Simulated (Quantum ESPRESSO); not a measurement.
# KMnF3: which magnetic order is lowest, part 2 of 2

Aim: find out which collinear order of KMnF3 costs least.

Quantum ESPRESSO 7.5; LDA; plane waves with GBRV 1.5 LDA potentials, no spin-orbit coupling.

So far, absolute magnetization (μB): step 2 (run 1, typed as ferro +) 5.00.

**3. Run 2, typed as antiferro q=(0,1/2,1/2) +−**

This order needs a doubled cell of 10 atoms. The wavevector q is in fractions of the reciprocal vectors of the crystal's primitive cell, as the cells of these inputs are built from it; moments change sign between cells as cos(2π q·R).

The input, pw.in:

```
&CONTROL
  calculation = 'scf'
  prefix = 'pwscf'
  outdir = './tmp'
  pseudo_dir = './pseudo'
  disk_io = 'nowf'
/
&SYSTEM
  ibrav = 0
  nat = 10
  ntyp = 4
  ecutwfc = 40
  ecutrho = 280
  nbnd = 59
  occupations = 'smearing'
  smearing = 'fd'
  degauss = 0.00367493
  nspin = 2
  starting_magnetization(1) = 0
  starting_magnetization(2) = 0.3
  starting_magnetization(3) = -0.3
  starting_magnetization(4) = 0
/
&ELECTRONS
  conv_thr = 2d-08
  electron_maxstep = 150
  mixing_beta = 0.3
/
ATOMIC_SPECIES
K      39.0983 k_lda_v1.4.uspp.F.UPF
Mn1    54.9380 mn_lda_v1.5.uspp.F.UPF
Mn2    54.9380 mn_lda_v1.5.uspp.F.UPF
F      18.9984 f_lda_v1.4.uspp.F.UPF
CELL_PARAMETERS angstrom
   4.1893000000    0.0000000000    0.0000000000
   0.0000000000    8.3786000000    0.0000000000
   0.0000000000    4.1893000000    4.1893000000
ATOMIC_POSITIONS crystal
K       0.5000000000    0.0000000000    0.5000000000
K       0.5000000000    0.5000000000    0.5000000000
Mn1     0.0000000000    0.0000000000    0.0000000000
Mn2     0.0000000000    0.5000000000    0.0000000000
F       0.5000000000    0.0000000000    0.0000000000
F       0.5000000000    0.5000000000    0.0000000000
F       0.0000000000    0.2500000000    0.0000000000
F       0.0000000000    0.7500000000    0.0000000000
F       0.0000000000    0.7500000000    0.5000000000
F       0.0000000000    0.2500000000    0.5000000000
K_POINTS automatic
6 3 6 0 0 0
```

Launch:

```bash
OMP_NUM_THREADS=1 mpirun -n 4 pw.x -nk 4 -in pw.in > pw.out
```

What it wrote:

```text
[banner, memory and clock lines left out]
Program PWSCF v.7.5 starts

     Message from routine setup:
     using ibrav=0 with symmetry is DISCOURAGED, use correct ibrav instead

     bravais-lattice index     =            0
     lattice parameter (alat)  =       7.9166  a.u.
     unit-cell volume          =     992.3183 (a.u.)^3
     number of atoms/cell      =           10
     number of atomic types    =            4
     number of electrons       =        90.00
     number of Kohn-Sham states=           59
     kinetic-energy cutoff     =      40.0000  Ry
     charge density cutoff     =     280.0000  Ry
     scf convergence threshold =      2.0E-08
     mixing beta               =       0.3000
     number of iterations used =            8  plain     mixing
     Exchange-correlation=  SLA  PZ   NOGX NOGC
                           (   1   1   0   0   0   0   0)

     celldm(1)=   7.916630  celldm(2)=   0.000000  celldm(3)=   0.000000
     celldm(4)=   0.000000  celldm(5)=   0.000000  celldm(6)=   0.000000

     crystal axes: (cart. coord. in units of alat)
               a(1) = (   1.000000   0.000000   0.000000 )
               a(2) = (   0.000000   2.000000   0.000000 )
               a(3) = (   0.000000   1.000000   1.000000 )

     reciprocal axes: (cart. coord. in units 2 pi/alat)
               b(1) = (  1.000000  0.000000  0.000000 )
               b(2) = (  0.000000  0.500000 -0.500000 )
               b(3) = (  0.000000  0.000000  1.000000 )

     PseudoPot. # 1 for K  read from file:
     k_lda_v1.4.uspp.F.UPF
     Pseudo is Ultrasoft + core correction, Zval =  9.0

     PseudoPot. # 2 for Mn read from file:
     mn_lda_v1.5.uspp.F.UPF
     Pseudo is Ultrasoft + core correction, Zval = 15.0

     PseudoPot. # 3 for Mn read from file:
     mn_lda_v1.5.uspp.F.UPF
     Pseudo is Ultrasoft + core correction, Zval = 15.0

     PseudoPot. # 4 for F  read from file:
     f_lda_v1.4.uspp.F.UPF
     Pseudo is Ultrasoft, Zval =  7.0

     atomic species   valence    mass     pseudopotential
     K                 9.00    39.09830     K ( 1.00)
     Mn1              15.00    54.93800     Mn( 1.00)
     Mn2              15.00    54.93800     Mn( 1.00)
     F                 7.00    18.99840     F ( 1.00)

     Starting magnetic structure
     atomic species   magnetization
     K               0.000
     Mn1             0.300
     Mn2            -0.300
     F               0.000

     16 Sym. Ops., with inversion, found

   Cartesian axes

     site n.     atom                  positions (alat units)
         1        K      tau(   1) = (   0.5000000   0.5000000   0.5000000  )
         2        K      tau(   2) = (   0.5000000   1.5000000   0.5000000  )
         3        Mn1    tau(   3) = (   0.0000000   0.0000000   0.0000000  )
         4        Mn2    tau(   4) = (   0.0000000   1.0000000   0.0000000  )
         5        F      tau(   5) = (   0.5000000   0.0000000   0.0000000  )
         6        F      tau(   6) = (   0.5000000   1.0000000   0.0000000  )
         7        F      tau(   7) = (   0.0000000   0.5000000   0.0000000  )
         8        F      tau(   8) = (   0.0000000   1.5000000   0.0000000  )
         9        F      tau(   9) = (   0.0000000   2.0000000   0.5000000  )
        10        F      tau(  10) = (   0.0000000   1.0000000   0.5000000  )

     number of k points=    24  Fermi-Dirac smearing, width (Ry)=  0.0037
                       cart. coord. in units 2pi/alat
        k(    1) = (   0.0000000   0.0000000   0.0000000), wk =   0.0092593
        k(    2) = (   0.0000000   0.0000000   0.1666667), wk =   0.0370370
        k(    3) = (   0.0000000   0.0000000   0.3333333), wk =   0.0370370
        k(    4) = (   0.0000000   0.0000000  -0.5000000), wk =   0.0092593
        k(    5) = (   0.0000000   0.1666667  -0.1666667), wk =   0.0370370
        [... 19 further k-points ...]

     Dense  grid:    78483 G-vectors     FFT dimensions: (  45,  90,  60)

     Smooth grid:    34035 G-vectors     FFT dimensions: (  32,  64,  45)

     Check: negative core charge=   -0.000025
     Generating pointlists ...
     new r_m :   0.2917 (alat units)  2.3091 (a.u.) for type    1
     new r_m :   0.2063 (alat units)  1.6328 (a.u.) for type    2
     new r_m :   0.2063 (alat units)  1.6328 (a.u.) for type    3
     new r_m :   0.2063 (alat units)  1.6328 (a.u.) for type    4

     Initial potential from superposition of free atoms

     starting charge      87.9943, renormalised to      90.0000
     Starting wfcs are   66 randomized atomic wfcs

     Self-consistent Calculation

     iteration #  1     ecut=    40.00 Ry     beta= 0.30
     Davidson diagonalization with overlap
     ethr =  1.00E-02,  avg # of iterations =  6.8

     Threshold (ethr) on eigenvalues was too large:
     Diagonalizing with lowered threshold

     Davidson diagonalization with overlap
     ethr =  8.58E-04,  avg # of iterations =  2.4

     total energy              =    -828.35193792 Ry
     estimated scf accuracy    <       0.81418683 Ry

     total magnetization       =     0.00 Bohr mag/cell
     absolute magnetization    =     9.41 Bohr mag/cell

     iteration #  2     ecut=    40.00 Ry     beta= 0.30
     Davidson diagonalization with overlap
     ethr =  9.05E-04,  avg # of iterations =  2.5

     total energy              =    -828.48394615 Ry
     estimated scf accuracy    <       0.07889662 Ry

     total magnetization       =    -0.00 Bohr mag/cell
     absolute magnetization    =     9.49 Bohr mag/cell

     [... further iterations left out ...]

     iteration # 10     ecut=    40.00 Ry     beta= 0.30
     Davidson diagonalization with overlap
     ethr =  1.14E-10,  avg # of iterations =  3.9

     negative rho (up, down):  3.958E-04 3.958E-04

     total energy              =    -828.49179100 Ry
     estimated scf accuracy    <       0.00000009 Ry

     total magnetization       =    -0.00 Bohr mag/cell
     absolute magnetization    =     9.55 Bohr mag/cell

     iteration # 11     ecut=    40.00 Ry     beta= 0.30
     Davidson diagonalization with overlap
     ethr =  9.60E-11,  avg # of iterations =  3.1

     negative rho (up, down):  3.956E-04 3.956E-04

     Magnetic moment per site  (integrated on atomic sphere of radius R)
     atom   1 (R=0.292)  charge=  7.6990  magn= -0.0000
     atom   2 (R=0.292)  charge=  7.6990  magn=  0.0000
     atom   3 (R=0.206)  charge= 12.3461  magn=  4.0844
     atom   4 (R=0.206)  charge= 12.3461  magn= -4.0844
     atom   5 (R=0.206)  charge=  6.6474  magn=  0.0812
     atom   6 (R=0.206)  charge=  6.6474  magn= -0.0812
     atom   7 (R=0.206)  charge=  6.6465  magn=  0.0000
     atom   8 (R=0.206)  charge=  6.6465  magn=  0.0000
     atom   9 (R=0.206)  charge=  6.6466  magn=  0.0000
     atom  10 (R=0.206)  charge=  6.6466  magn=  0.0000

     End of self-consistent calculation

     [... lines left out ...]
     the Fermi energy is     7.5680 ev

!    total energy              =    -828.49179103 Ry
     estimated scf accuracy    <          7.1E-09 Ry
     smearing contrib. (-TS)   =      -0.00000000 Ry
     internal energy E=F+TS    =    -828.49179103 Ry

     The total energy is F=E-TS. E is the sum of the following terms:
     one-electron contribution =    -496.94225960 Ry
     hartree contribution      =     287.73863824 Ry
     xc contribution           =    -125.71694634 Ry
     ewald contribution        =    -493.57122332 Ry

     total magnetization       =     0.00 Bohr mag/cell
     absolute magnetization    =     9.55 Bohr mag/cell

     convergence has been achieved in  11 iterations
```

Wall time 46 s (4 MPI ranks of Intel Xeon 6975P-C (Granite Rapids), shared host); peak memory 0.95 GiB.

Spin moment in the atom's sphere by atom:

```csv
atom,spin moment in the atom's sphere (μB)
K1,0.00
K2,0.00
Mn3,4.08
Mn4,-4.08
F5,0.08
F6,-0.08
F7,0.00
F8,0.00
F9,0.00
F10,0.00
```

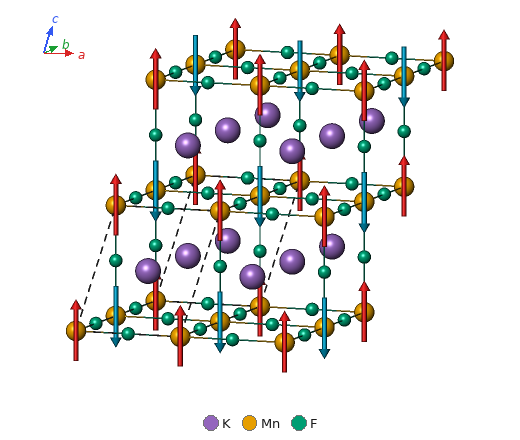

Spin moment in the atom's sphere as arrows, the longest 4.08 μB. Up and down stand for the sign. Arrows give size and sign along the axis of quantisation, drawn up and down the page. The two directions have two colours. 2×1×2 cells are drawn. Some periodic images of atoms are drawn too.

This step gave:

* smearing term TS: 3.61e-8 eV
* magnetization: 0 μB
* absolute magnetization: 9.552 μB
* final state: antiferromagnetic

**4. Run 3 (antiferro q=(1/2,1/2,1/2) +−)**

The cell is doubled to 10 atoms to hold this order.

The input, pw.in:

```
&CONTROL
  calculation = 'scf'
  prefix = 'pwscf'
  outdir = './tmp'
  pseudo_dir = './pseudo'
  disk_io = 'nowf'
/
&SYSTEM
  ibrav = 0
  nat = 10
  ntyp = 4
  ecutwfc = 40
  ecutrho = 280
  nbnd = 59
  occupations = 'smearing'
  smearing = 'fd'
  degauss = 0.00367493
  nspin = 2
  starting_magnetization(1) = 0
  starting_magnetization(2) = 0.3
  starting_magnetization(3) = -0.3
  starting_magnetization(4) = 0
/
&ELECTRONS
  conv_thr = 2d-08
  electron_maxstep = 150
  mixing_beta = 0.3
/
ATOMIC_SPECIES
K      39.0983 k_lda_v1.4.uspp.F.UPF
Mn1    54.9380 mn_lda_v1.5.uspp.F.UPF
Mn2    54.9380 mn_lda_v1.5.uspp.F.UPF
F      18.9984 f_lda_v1.4.uspp.F.UPF
CELL_PARAMETERS angstrom
   8.3786000000    0.0000000000    0.0000000000
   4.1893000000    4.1893000000    0.0000000000
   4.1893000000    0.0000000000    4.1893000000
ATOMIC_POSITIONS crystal
K       0.7500000000    0.5000000000    0.5000000000
K       0.2500000000    0.5000000000    0.5000000000
Mn1     0.0000000000    0.0000000000    0.0000000000
Mn2     0.5000000000    0.0000000000    0.0000000000
F       0.2500000000    0.0000000000    0.0000000000
F       0.7500000000    0.0000000000    0.0000000000
F       0.7500000000    0.5000000000    0.0000000000
F       0.2500000000    0.5000000000    0.0000000000
F       0.7500000000    0.0000000000    0.5000000000
F       0.2500000000    0.0000000000    0.5000000000
K_POINTS automatic
3 6 6 0 0 0
```

What it wrote:

```text
     [... lines left out ...]
Program PWSCF v.7.5 starts
     [... lines left out ...]
     number of atoms/cell      =           10
     [... lines left out ...]
     number of electrons       =        90.00
     number of Kohn-Sham states=           59
     kinetic-energy cutoff     =      40.0000  Ry
     charge density cutoff     =     280.0000  Ry
     scf convergence threshold =      2.0E-08
     [... lines left out ...]
     48 Sym. Ops., with inversion, found
     [... lines left out ...]
     number of k points=    10  Fermi-Dirac smearing, width (Ry)=  0.0037
     [... lines left out ...]
     iteration # 11     ecut=    40.00 Ry     beta= 0.30
     [... lines left out ...]
     Magnetic moment per site  (integrated on atomic sphere of radius R)
     atom   1 (R=0.146)  charge=  7.6990  magn= -0.0000
     atom   2 (R=0.146)  charge=  7.6990  magn= -0.0000
     atom   3 (R=0.103)  charge= 12.3483  magn=  4.0628
     atom   4 (R=0.103)  charge= 12.3483  magn= -4.0628
     atom   5 (R=0.103)  charge=  6.6461  magn=  0.0000
     atom   6 (R=0.103)  charge=  6.6461  magn=  0.0000
     atom   7 (R=0.103)  charge=  6.6461  magn=  0.0000
     atom   8 (R=0.103)  charge=  6.6461  magn=  0.0000
     atom   9 (R=0.103)  charge=  6.6461  magn=  0.0000
     atom  10 (R=0.103)  charge=  6.6461  magn=  0.0000
     [... lines left out ...]
     the Fermi energy is     7.3600 ev
!    total energy              =    -828.49624900 Ry
     estimated scf accuracy    <          3.3E-09 Ry
     smearing contrib. (-TS)   =      -0.00000000 Ry
     [... lines left out ...]
     total magnetization       =    -0.00 Bohr mag/cell
     absolute magnetization    =     9.35 Bohr mag/cell
     convergence has been achieved in  11 iterations
```

Elapsed: 31 s, on 4 MPI ranks; peak memory 0.81 GiB.

Spin moment in the atom's sphere by atom:

```csv
atom,spin moment in the atom's sphere (μB)
K1,0.00
K2,0.00
Mn3,4.06
Mn4,-4.06
F5,0.00
F6,0.00
F7,0.00
F8,0.00
F9,0.00
F10,0.00
```

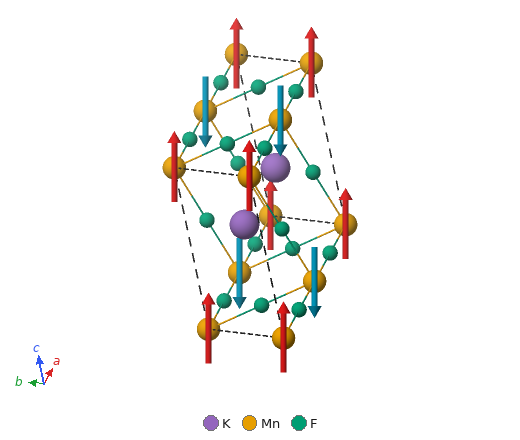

Spin moment in the atom's sphere as arrows, the longest 4.06 μB. Up and down stand for the sign. Arrows give size and sign along the axis of quantisation, drawn up and down the page. The two directions have two colours. Some periodic images of atoms are drawn too.

Read from the output:

```yaml
smearing_term_ts: 5.09e-10 eV
magnetization: 0 μB
absolute_magnetization: 9.347 μB
final_state: antiferromagnetic
```

**5. Run 4, typed as no spin polarisation**

The input, pw.in:

```
&CONTROL
  calculation = 'scf'
  prefix = 'pwscf'
  outdir = './tmp'
  pseudo_dir = './pseudo'
  disk_io = 'nowf'
/
&SYSTEM
  ibrav = 0
  nat = 5
  ntyp = 3
  ecutwfc = 40
  ecutrho = 280
  nbnd = 32
  occupations = 'smearing'
  smearing = 'fd'
  degauss = 0.00367493
/
&ELECTRONS
  conv_thr = 1d-08
  electron_maxstep = 150
  mixing_beta = 0.3
/
ATOMIC_SPECIES
K      39.0983 k_lda_v1.4.uspp.F.UPF
Mn     54.9380 mn_lda_v1.5.uspp.F.UPF
F      18.9984 f_lda_v1.4.uspp.F.UPF
CELL_PARAMETERS angstrom
   4.1893000000    0.0000000000    0.0000000000
   0.0000000000    4.1893000000    0.0000000000
   0.0000000000    0.0000000000    4.1893000000
ATOMIC_POSITIONS crystal
K       0.5000000000    0.5000000000    0.5000000000
Mn      0.0000000000    0.0000000000    0.0000000000
F       0.5000000000    0.0000000000    0.0000000000
F       0.0000000000    0.5000000000    0.0000000000
F       0.0000000000    0.0000000000    0.5000000000
K_POINTS automatic
6 6 6 0 0 0
```

What it wrote:

```text
     [... lines left out ...]
Program PWSCF v.7.5 starts
     [... lines left out ...]
     number of atoms/cell      =            5
     [... lines left out ...]
     number of electrons       =        45.00
     number of Kohn-Sham states=           32
     kinetic-energy cutoff     =      40.0000  Ry
     charge density cutoff     =     280.0000  Ry
     scf convergence threshold =      1.0E-08
     [... lines left out ...]
     48 Sym. Ops., with inversion, found
     [... lines left out ...]
     number of k points=    20  Fermi-Dirac smearing, width (Ry)=  0.0037
     [... lines left out ...]
     iteration # 10     ecut=    40.00 Ry     beta= 0.30
     [... lines left out ...]
     the Fermi energy is     6.7391 ev
!    total energy              =    -414.05140875 Ry
     estimated scf accuracy    <          2.6E-09 Ry
     smearing contrib. (-TS)   =      -0.00657136 Ry
     [... lines left out ...]
     convergence has been achieved in  10 iterations
```

The job ended after 4.4 s (4 MPI ranks; peak memory 0.42 GiB).

Read from the output:

| Quantity | Value |
| --- | --- |
| smearing term TS | 0.08941 eV |
| final state | non-magnetic (no spin polarisation) |

**6. Ranking**

An order is kept where moments of 0.15 μB or more survive with the typed signs; meshes match where a doubled cell samples the same k points as the first cell.

Orders:

```csv
start,final state,typed order kept,energy over the lowest (meV a seeded atom),largest site moment (μB),net moment (μB a cell of the first run),mesh matched,CPU time (s)
ferro +,ferromagnetic,yes,100.3,4.135,5,yes,33.5
"antiferro q=(0,1/2,1/2) +-",antiferromagnetic,yes,30.33,4.084,0,yes,184.3
"antiferro q=(1/2,1/2,1/2) +-",antiferromagnetic,yes,0,4.063,0,yes,121.3
no spin polarisation,non-magnetic,-,2676,0,0,yes,16.78
```

**7. A Heisenberg model**

E = −Σ J e·e over ordered pairs of unit vectors, so each pair counts twice. As many shells are taken as there are differences of energy, so the couplings are solved for and no residual tests the model; further shells are folded in, and shells whose pairs keep their relative signs in all orders cancel and are not probed. Couplings from the energies:

```csv
pair,distance (Å),neighbours an atom,J (meV)
Mn-Mn,4.189,6,-8.356
Mn-Mn,5.925,12,-0.1937
```

**8. Summary of results**

| Property | Result |
| --- | --- |
| lowest state found | antiferromagnetic (from antiferro q=(1/2,1/2,1/2) +-) |
| largest site moment | 4.06 μB |
| next state with moments | antiferromagnetic, 30.3 meV a seeded atom higher |
| state without moments | 2676 meV a seeded atom higher |
| J of the weightiest shell (Mn-Mn, 4.19 Å; E = −Σ J e·e, ordered pairs) | -8.36 meV |

**Reading.** Forming the moments gains more than four times the spread of the orders, as local moments do. The largest moment changes by 1.7 % between the kept orders, as for well localised moments. This is the lowest of 4 collinear or spinless starts, no proof of the ground state. No Hubbard term acts here. In such compounds local and semilocal functionals without one often delocalise the d electrons, and can shrink or lose moments and miss the size, sign and order of the couplings.

[Logs and program files are shortened in this print: banners, set-up blocks, solver, clock and traceback lines can be left out without a mark of their own.]

[Logs are printed without paths, hosts, clocks, repeated set-up lines and the standing remarks that a program may print on its own settings, such as how far it seeks lower states.]

[Hosts, paths, dates, database ids (printed as entryN), source tags and the programs' standing remarks are cut or masked in the printed files.]

[Where a cell is said to come from a database of computed structures, the database is the Materials Project.]
